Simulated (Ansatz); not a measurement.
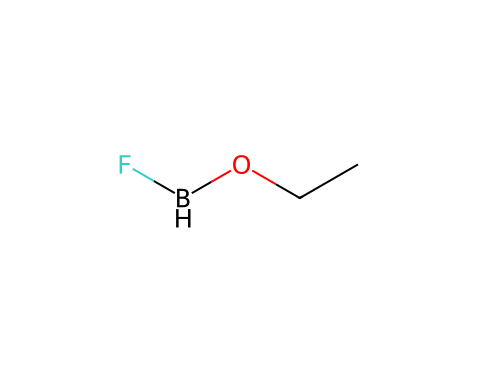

Skeletal drawing of a molecule.

Write the SMILES.

CCOBF

What is the molecular formula?

C2H6BFO.

An optimisation with PBE0-D4/def2-TZVP gave a structure of which point group?

C1. Other conformers may differ.

More results for the same structure follow; atom numbers are the same in all pictures, views and colours differ. Computed geometry: PBE0-D4/def2-TZVP optimisation.

### Vibrations

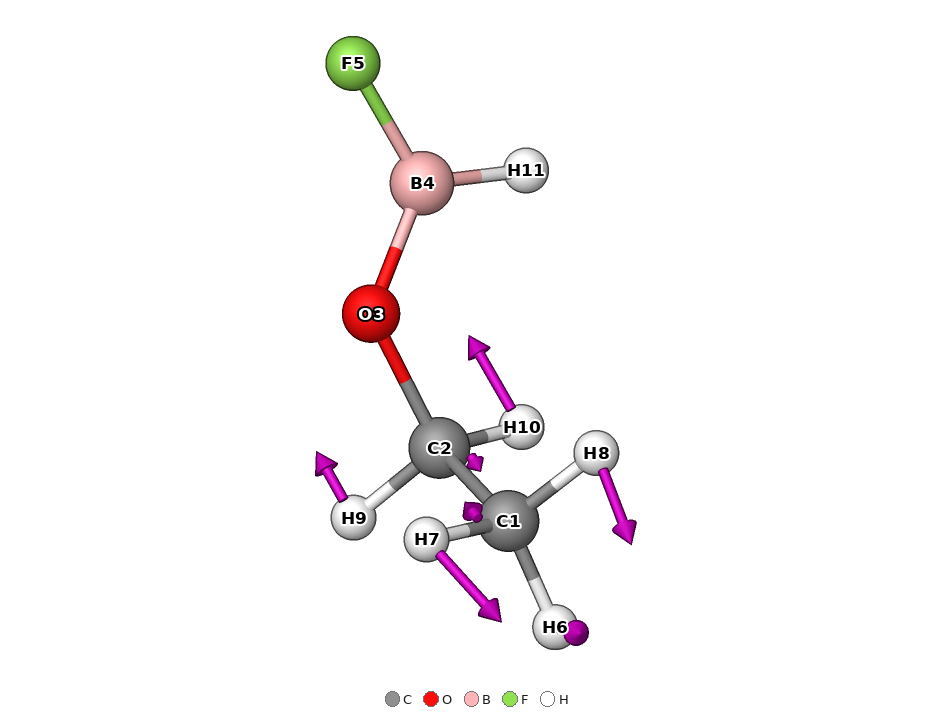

The arrows show one normal mode. Harmonic vibrations computed with RKS PBE0-D4/def2-TZVP (Ansatz 0.2.0) at a stationary point of the same level.

Estimate its harmonic wavenumber.

1412 cm⁻¹; it is mode 17 of 27 counted from the lowest.

### Levels of theory compared

Program: Ansatz 0.2.0.

Compare dipole (D), HOMO energy (eV) at these levels: B3LYP-D4/def2-TZVPP; PBE-D4/def2-TZVPP; r2SCAN-D4/def2-TZVPP; ωB97M-V/def2-TZVPP.

| level | dipole (D) | HOMO energy (eV) |
| --- | --- | --- |
| B3LYP-D4/def2-TZVPP | 2.67 | −8.93 |
| PBE-D4/def2-TZVPP | 2.54 | −7.63 |
| r2SCAN-D4/def2-TZVPP | 2.60 | −7.94 |
| ωB97M-V/def2-TZVPP | 2.64 | −11.55 |

### Charges

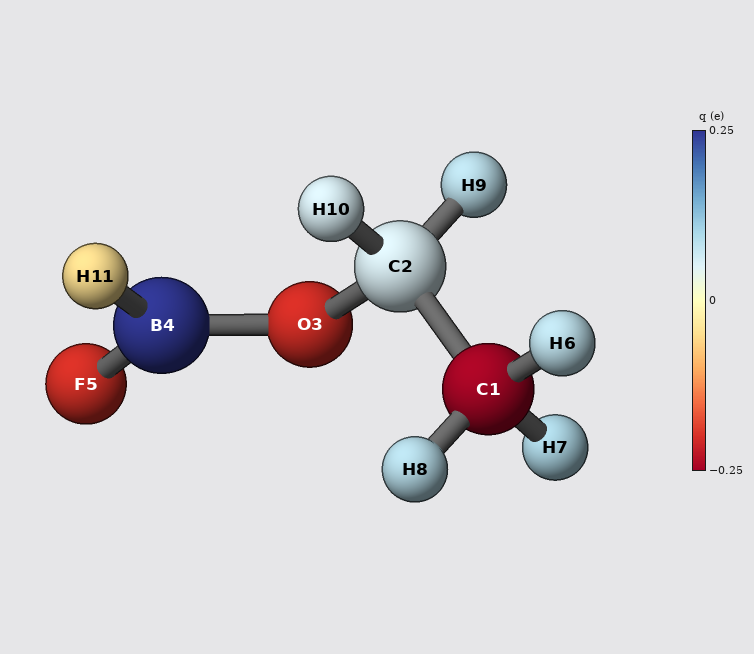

Atoms are coloured by their Mulliken charges. Method: RKS PBE-D4/def2-TZVPP (Ansatz 0.2.0).

List the Mulliken charges.

| atom | value (e) |
| --- | --- |
| C1 | −0.24 |
| C2 | 0.05 |
| O3 | −0.20 |
| B4 | 0.25 |
| F5 | −0.20 |
| H6 | 0.08 |
| H7 | 0.09 |
| H8 | 0.08 |
| H9 | 0.08 |
| H10 | 0.05 |
| H11 | −0.05 |

Mulliken values depend strongly on the basis set and can even reverse the polarity of a bond.
